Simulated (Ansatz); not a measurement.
The starting structures come from a database of crystals and need not be the phases stable at ambient conditions.

 Where the default PAW files enter, the runs use the earlier of Ansatz's two default sets.

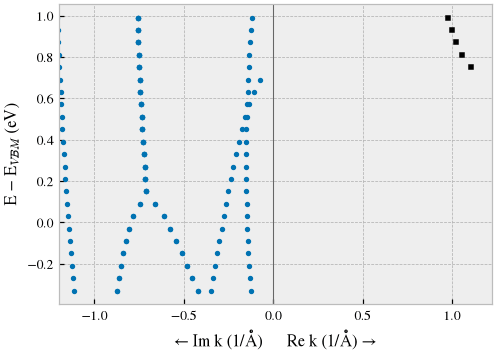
Figure: Complex bands at the centre of the two-dimensional zone; r2SCAN in Ansatz (an electronic-structure program)

The gap is the functional's own. No spin-orbit coupling. Mid-gap values are interpolated on the energy grid.

Problem. This is CdS (Fm-3m, rock salt, not sure to be the ambient phase, 2 atoms a cell, 20.9 Å³ an atom, -2 GPa at this level) along the normal of (001). Read off the slowest decay at the centre of the two-dimensional zone at 0.39 eV, the computed energy nearest the middle of the gap.

Solution. κ ≈ 0.15 1/Å, a decay length 1/(2κ) of the density of 3.3 Å.
